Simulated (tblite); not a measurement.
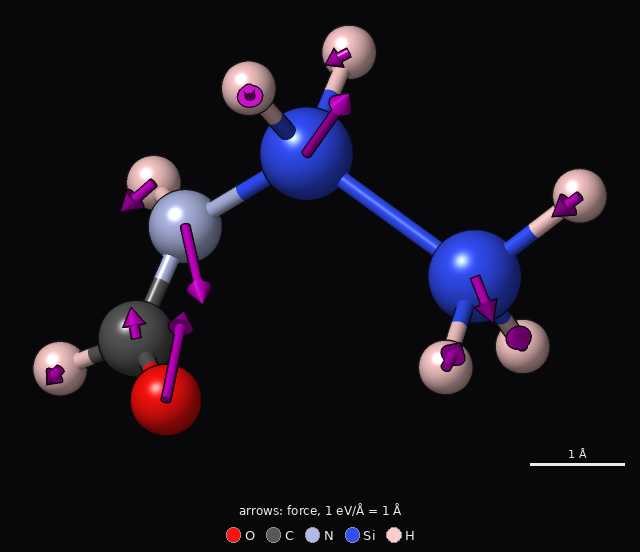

Starting geometry of CH₇NOSi₂ with the computed forces as purple arrows. A ball-and-stick model, seen at a tilt.

These are results of GFN2-xTB geometry optimisation, gas phase in tblite, not measurements. 

> What follows when this structure is relaxed?

It isn't relaxed: the largest force vector, on the O atom, is 1.26 eV/Å. The final displacements have little in common with the starting forces (cosine between the two patterns 0.21). After 130 geometry steps the energy has fallen by 25.2 kJ/mol. The atom that moves furthest after the best rigid fit is the O atom (1.18 Å). By element the largest moves are O 1.18 Å, H 0.88 Å, C 0.41 Å, Si 0.30 Å, N 0.28 Å. Some distances before and after: O–Si 3.549 → 2.569 Å, H–Si 1.499 → 1.460 Å, C–N 1.367 → 1.332 Å, N–Si 1.747 → 1.782 Å. Among the angles between lasting bonds that change: N–Si–Si 117.1° → 105.0°, Si–Si–H 109.6° → 120.7°, Si–Si–H 112.5° → 120.8°. Groups turn about N–Si by about 45°.
